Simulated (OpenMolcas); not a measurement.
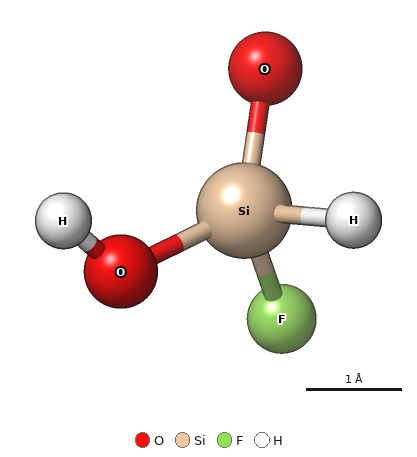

Figure 1. The input geometry (ball-and-stick view, seen at a tilt). Bond lengths as drawn: F–Si 1.60 Å, H–O 0.95 Å, H–Si 1.52 Å and O–Si 1.54 to 1.61 Å.

SiH2O2F: excited-state calculation (part 1 of 3)

The run: excited-state calculation of SiH2O2F, multiplicity 2. Method and program: CASPT2/cc-pVDZ-DK, DKH2 (OpenMolcas 26.06).

The geometry comes from this level: GFN2-xTB.

## The input
```
&GATEWAY
Coord
6
angstrom
O       -0.840130      -1.514030       0.083380
Si      -0.029050      -0.223850       0.286470
O       -0.150730       1.119560      -0.600070
F        0.274180       0.372100       1.736190
H        1.303250      -0.865730      -0.044120
H       -0.557520       1.111950      -1.461850
Basis
cc-pVDZ-DK
Group
NoSym
&SEWARD
Relativistic
R02E00
&RASSCF
FileOrb
$CurrDir/step2.RasOrb
Spin
2
Nactel
9 0 0
Inactive
16
Ras2
8
CIRoot
2 2 1
OrbListing
NoCore
OrbAppear
Compact
&CASPT2
Multistate
all
NoMultistate
Imaginary
0.3
```

Launched with:
```bash
export MOLCAS_MEM=1860
pymolcas step5.inp > step5.log
```

## The program's output
```
--- Start Module: gateway ---

                                              &GATEWAY

                       available to each process: 1.9 GB of memory, 1 thread

++    Symmetry information:
      ---------------------

                    Character Table for C1

                             E
                    a        1  x, y, xy, Rz, z, xz, Ry, yz, Rx, I
--

++    Basis set information:
      ----------------------

      Basis set label: O.CC-PVDZ-DK.........

      Electronic valence basis set:
      ------------------
      Associated Effective Charge   8.000000 au
      Associated Actual Charge      8.000000 au
      Nuclear Model: Point charge

      Shell  nPrim  nBasis  Cartesian Spherical Contaminant
         s       9       3        X
         p       4       2        X
         d       1       1                 X

      Basis set label: SI.CC-PVDZ-DK.........

      Electronic valence basis set:
      ------------------
      Associated Effective Charge  14.000000 au
      Associated Actual Charge     14.000000 au
      Nuclear Model: Point charge

      Shell  nPrim  nBasis  Cartesian Spherical Contaminant
         s      12       4        X
         p       8       3        X
         d       1       1                 X

      Basis set label: O.CC-PVDZ-DK.........

      Electronic valence basis set:
      ------------------
      Associated Effective Charge   8.000000 au
      Associated Actual Charge      8.000000 au
      Nuclear Model: Point charge

      Shell  nPrim  nBasis  Cartesian Spherical Contaminant
         s       9       3        X
         p       4       2        X
         d       1       1                 X

      Basis set label: F.CC-PVDZ-DK.........

      Electronic valence basis set:
      ------------------
      Associated Effective Charge   9.000000 au
      Associated Actual Charge      9.000000 au
      Nuclear Model: Point charge

      Shell  nPrim  nBasis  Cartesian Spherical Contaminant
         s       9       3        X
         p       4       2        X
         d       1       1                 X

      Basis set label: H.CC-PVDZ-DK.........

      Electronic valence basis set:
      ------------------
      Associated Effective Charge   1.000000 au
      Associated Actual Charge      1.000000 au
      Nuclear Model: Point charge

      Shell  nPrim  nBasis  Cartesian Spherical Contaminant
         s       4       2        X
         p       1       1        X
--

++    Molecular structure info:
      -------------------------

                    ************************************************
                    **** Cartesian Coordinates / bohr, angstrom ****
                    ************************************************

     Center  Label                x              y              z                     x              y              z
        1      O1              -1.587616      -2.861102       0.157565             -0.840130      -1.514030       0.083380
        2      SI2             -0.054897      -0.423015       0.541350             -0.029050      -0.223850       0.286470
        3      O3              -0.284838       2.115662      -1.133968             -0.150730       1.119560      -0.600070
        4      F4               0.518125       0.703167       3.280924              0.274180       0.372100       1.736190
        5      H5               2.462786      -1.635993      -0.083375              1.303250      -0.865730      -0.044120
        6      H6              -1.053560       2.101281      -2.762496             -0.557520       1.111950      -1.461850

                    ***************************************
                    *    InterNuclear Distances / bohr    *
                    ***************************************

               1 O1            2 SI2           3 O3            4 F4            5 H5            6 H6
    1 O1       0.000000
    2 SI2      2.905303        0.000000
    3 O3       5.304099        3.050319        0.000000
    4 F4       5.185897        3.016936        4.704377        0.000000
    5 H5       4.238478        2.863620        4.767399        4.535623        0.000000
    6 H6       5.782493        4.276073        1.800901        6.399050        5.788747        0.000000

                    *******************************************
                    *    InterNuclear Distances / angstrom    *
                    *******************************************

               1 O1            2 SI2           3 O3            4 F4            5 H5            6 H6
    1 O1       0.000000
    2 SI2      1.537420        0.000000
    3 O3       2.806808        1.614159        0.000000
    4 F4       2.744258        1.596494        2.489449        0.000000
    5 H5       2.242906        1.515362        2.522799        2.400148        0.000000
    6 H6       3.059963        2.262800        0.952996        3.386231        3.063273        0.000000

                    **************************************
                    *    Valence Bond Angles / degree    *
                    **************************************
                          Atom centers                 Phi
                      1 O1       2 SI2      5 H5        94.56
--

            Nuclear Potential Energy            179.40443048 au

--- Stop Module: gateway /rc=_RC_ALL_IS_WELL_ ---

--- Start Module: seward ---

                                              &SEWARD

                       available to each process: 1.9 GB of memory, 1 thread

               SEWARD will generate:
                  Multipole Moment integrals up to order  2
                  Kinetic Energy integrals
                  Nuclear Attraction integrals (point charge)
                  One-Electron Hamiltonian integrals
                  Velocity integrals
                  Relativistic Douglas-Kroll-Hess integrals:
                    - Parametrization         : EXP
                    - DKH order of Hamiltonian: 2
                    - DKH order of Properties : 0
                         - multipole moment operators
                         - electric potential operators
                         - contact operators
                  Orbital angular momentum around ( -0.2497  -0.1226   0.7285 )
                  Velocity quadrupole around ( -0.2497  -0.1226   0.7285 )
                  Two-Electron Repulsion integrals

                   Integrals are discarded if absolute value <: 1.00E-14
                   Integral cutoff threshold is set to       <: 1.00E-16

            Nuclear Potential Energy            179.40443048 au

      Basis set specifications :
      Symmetry species         a
      Basis functions           70

--- Stop Module: seward /rc=_RC_ALL_IS_WELL_ ---
--- Module seward spent 1 second ---

--- Start Module: rasscf ---

                                              &RASSCF

                       available to each process: 1.9 GB of memory, 1 thread

      Header of the ONEINT file:
      --------------------------

      OrdInt status: non-squared

      Cartesian coordinates in angstrom:
      -----------------------------------------------------
      No.  Label        X            Y            Z
      -----------------------------------------------------
       1   O1        -0.84013000  -1.51403000   0.08338000
       2   SI2       -0.02905000  -0.22385000   0.28647000
       3   O3        -0.15073000   1.11956000  -0.60007000
       4   F4         0.27418000   0.37210000   1.73619000
       5   H5         1.30325000  -0.86573000  -0.04412000
       6   H6        -0.55752000   1.11195000  -1.46185000
      -----------------------------------------------------
      Nuclear repulsion energy =  179.40443048

++    Wave function specifications:
      -----------------------------

      Number of closed shell electrons          32
      Number of electrons in active shells       9
      Max number of holes in RAS1 space          0
      Max nr of electrons in RAS3 space          0
      Number of inactive orbitals               16
      Number of active orbitals                  8
      Number of secondary orbitals              46
      Spin quantum number                      0.5
      State symmetry                             1
--

++    Orbital specifications:
      -----------------------

      Symmetry species                           1
                                                 a
      Frozen orbitals                            0
      Inactive orbitals                         16
      Active orbitals                            8
      RAS1 orbitals                              0
      RAS2 orbitals                              8
      RAS3 orbitals                              0
      Secondary orbitals                        46
      Deleted orbitals                           0
      Number of basis functions                 70
--

++    CI expansion specifications:
      ----------------------------

      Number of CSFs                          2352
      Number of determinants                  3920
      Number of root(s) required                 2
      Root chosen for geometry opt.              2
      CI roots used                              1     2
      weights                                0.500 0.500
      highest root included in the CI            2
      max. size of the explicit Hamiltonian    200
--

++    Optimization specifications:
      ----------------------------

      RASSCF algorithm: Conventional
      Maximum number of macro iterations       200
      Maximum number of SX iterations          100
      Threshold for RASSCF energy            1.000E-08
      Threshold for max MO rotation          1.000E-01
      Threshold for max BLB element          1.000E-04
      Level shift parameter                  5.000E-01
      Make Quasi-Newton update
--

      The MO-coefficients are taken from the file:
      step2.RasOrb
      Title: RASSCF average (pseudo-natural) orbitals

      Total molecular charge    0.00

      ************************************************************************************************************************
      *                                            Wave function control section                                             *
      ************************************************************************************************************************

                                         RASSCF iterations: Energy and convergence statistics
                                         ----------------------------------------------------

          iter iter root      energy       change     param      element    value   shift minimum  type update hh:mm:ss
 Nr of preliminary CI iterations:   4
        1   1    9    0  -540.16727529    0.00E+00   6.67E-02   21  40 1  2.23E-02*  0.36   0.00    SX    NO    0:00:00
        2   3    9    0  -540.16970733   -2.43E-03* -5.42E-02   21  40 1  6.50E-03*  0.35   0.00    SX    NO    0:00:00
        3   3    8    0  -540.17080203   -1.09E-03* -4.32E-02   21  26 1  3.51E-03*  0.35   0.00    SX    NO    0:00:00
        4   4    8    0  -540.17153518   -7.33E-04* -3.40E-02   21  26 1  2.45E-03*  0.34   0.00    SX    NO    0:00:00
        5   4    8    0  -540.17204580   -5.11E-04* -9.70E-02   21  26 1  1.90E-03*  0.34   2.50    QN   YES    0:00:00
        6   5    9    0  -540.17301016   -9.64E-04* -3.94E-02   21  51 1  1.24E-03*  0.33   1.49    LS   YES    0:00:00
        7   5    9    0  -540.17313471   -1.25E-04* -2.28E-02   21  51 1  2.39E-03*  0.32   1.29    QN   YES    0:00:00
        8   5    9    0  -540.17321955   -8.48E-05* -2.98E-02   21  51 1  1.31E-03*  0.32   2.50    LS   YES    0:00:00
        9   5    9    0  -540.17327096   -5.14E-05*  9.68E-03    3  23 1 -9.80E-04*  0.32   1.33    QN   YES    0:00:00
       10   4    9    0  -540.17330349   -3.25E-05*  7.81E-03    3  21 1  9.22E-04*  0.32   1.84    LS   YES    0:00:00
       11   4    9    0  -540.17331232   -8.83E-06*  3.34E-03    3  21 1  1.01E-03*  0.32   1.06    QN   YES    0:00:00
       12   4    8    0  -540.17331825   -5.93E-06*  2.40E-03   21  51 1 -2.56E-04*  0.32   1.72    LS   YES    0:00:00
       13   4    8    0  -540.17331953   -1.29E-06* -7.97E-04    3  21 1 -3.58E-04*  0.32   1.02    QN   YES    0:00:00
       14   4    8    0  -540.17332049   -9.57E-07* -9.94E-04    3  21 1 -1.80E-04*  0.32   2.26    LS   YES    0:00:00
       15   5    7    0  -540.17332093   -4.35E-07* -9.03E-04   16  41 1  1.93E-04*  0.32   1.01    QN   YES    0:00:00
       16   4    7    0  -540.17332127   -3.46E-07* -1.96E-03   21  26 1  7.33E-05   0.32   1.89    QN   YES    0:00:00
       17   5    7    0  -540.17332165   -3.78E-07* -2.16E-03   16  41 1 -8.27E-05   0.32   1.61    QN   YES    0:00:00
       18   5    7    0  -540.17332192   -2.71E-07*  3.04E-03   16  41 1 -7.88E-05   0.32   2.03    QN   YES    0:00:00
       19   6    6    0  -540.17332222   -2.95E-07*  2.12E-03    3  23 1  7.24E-05   0.32   1.65    QN   YES    0:00:00
       20   5    6    0  -540.17332239   -1.68E-07* -6.59E-04   21  26 1 -5.48E-05   0.32   1.50    QN   YES    0:00:00
       21   4    6    0  -540.17332244   -5.63E-08* -1.62E-04   21  26 1 -2.51E-05   0.32   1.30    QN   YES    0:00:00
       22   3    5    0  -540.17332245   -9.22E-09  -5.76E-05   21  40 1 -1.21E-05   0.32   1.25    QN   YES    0:00:00
      Convergence after 22 iterations
       23   2    5    0  -540.17332245   -1.24E-09  -5.76E-05   21  40 1 -4.95E-06   0.32   1.25    QN   YES    0:00:00

      ************************************************************************************************************************
                                                      Wave function printout:
                       occupation of active orbitals, and spin coupling of open shells (u,d: Spin up or down)
      ************************************************************************************************************************

      Note: transformation to natural orbitals
      has been made, which may change the order of the CSFs.

      printout of CI-coefficients larger than  0.05 for root  1
      energy=    -540.188453
      conf/sym  11111111     Coeff  Weight
             1  2222u000  -0.98369 0.96764
           226  2022u002  -0.06459 0.00417
           255  0222u020  -0.06516 0.00425

      printout of CI-coefficients larger than  0.05 for root  2
      energy=    -540.158192
      conf/sym  11111111     Coeff  Weight
            37  2u222000  -0.98681 0.97380
            40  2u220200   0.05151 0.00265
           218  2022ud0u  -0.05391 0.00291
          1054  u02220du   0.05760 0.00332
          1083  0u222020  -0.06640 0.00441

      Natural orbitals and occupation numbers for root  1
      sym 1:   1.978749   1.977925   1.997172   1.992837   0.997784   0.011599   0.021832   0.022102

      Natural orbitals and occupation numbers for root  2
      sym 1:   1.978881   0.993644   1.999607   1.997527   1.982706   0.017579   0.021179   0.008875

      ************************************************************************************************************************
      *                                                    Final results                                                     *
      ************************************************************************************************************************

++    Final optimization conditions:
      ------------------------------

      Average CI energy                            -540.17332245
      RASSCF energy for state  2                   -540.15819190
      Super-CI energy                                -0.00000000
      RASSCF energy change                            0.00000000
      Max change in MO coefficients               3.120E-04
      Max non-diagonal density matrix element    -5.763E-05
      Maximum BLB matrix element                 -4.955E-06
      (orbital pair  21,  40 in symmetry   1)
      Norm of electronic gradient            3.504E-02
--

      Final state energy(ies):
      ------------------------

::    RASSCF root number  1 Total energy:   -540.18845301
::    RASSCF root number  2 Total energy:   -540.15819190

++    Molecular orbitals:
      -------------------

      Pseudonatural active orbitals and approximate occupation numbers

      MOLECULAR ORBITALS FOR SYMMETRY SPECIES 1: a

      INDEX  ENERGY  OCCUPATION COEFFICIENTS ...
          1  -69.0442    2.0000
                15 SI2    1s     ( 1.0000)
          2  -26.3165    2.0000
                47 F4     1s     ( 1.0005)
          3  -20.6238    2.0000
                 1 O1     1s     (-0.9996)
          4  -20.6054    2.0000
                33 O3     1s     ( 1.0007)
          5   -6.2505    2.0000
                16 SI2    2s     ( 1.0032)
          6   -4.3327    2.0000
                19 SI2    2px    (-0.4858)  22 SI2    2py    (-0.8460)  25 SI2    2pz    (-0.2195)
          7   -4.3302    2.0000
                22 SI2    2py    ( 0.2881)  25 SI2    2pz    (-0.9550)
          8   -4.3275    2.0000
                19 SI2    2px    ( 0.8709)  22 SI2    2py    (-0.4484)  25 SI2    2pz    (-0.1996)
          9   -1.5960    2.0000
                17 SI2    3s     (-0.1225)  26 SI2    3pz    (-0.1133)  48 F4     2s     (-0.9272)
         10   -1.3810    2.0000
                17 SI2    3s     (-0.1414)  23 SI2    3py    (-0.1342)  26 SI2    3pz    ( 0.1069)  34 O3     2s     (-0.8663)
                66 H6     1s     (-0.3179)  67 H6     *s     ( 0.1524)
         11   -0.7963    2.0000
                17 SI2    3s     (-0.4879)  18 SI2    *s     ( 0.2706)  23 SI2    3py    (-0.3051)  24 SI2    *py    ( 0.1680)
                36 O3     2px    (-0.1712)  38 O3     2py    ( 0.2559)  40 O3     2pz    (-0.4944)  48 F4     2s     ( 0.1609)
                54 F4     2pz    ( 0.4550)  66 H6     1s     ( 0.4777)  67 H6     *s     (-0.1838)
         12   -0.7080    2.0000
                17 SI2    3s     ( 0.1605)  18 SI2    *s     (-0.1481)  26 SI2    3pz    ( 0.3697)  27 SI2    *pz    (-0.2182)
                36 O3     2px    (-0.1563)  40 O3     2pz    (-0.3420)  48 F4     2s     (-0.1384)  50 F4     2px    (-0.1023)
                52 F4     2py    (-0.5576)  54 F4     2pz    (-0.5075)  66 H6     1s     ( 0.3293)  67 H6     *s     (-0.1145)

         13   -0.6643    2.0000
                20 SI2    3px    (-0.1690)  36 O3     2px    (-0.1379)  50 F4     2px    (-0.8921)  54 F4     2pz    ( 0.1258)
```
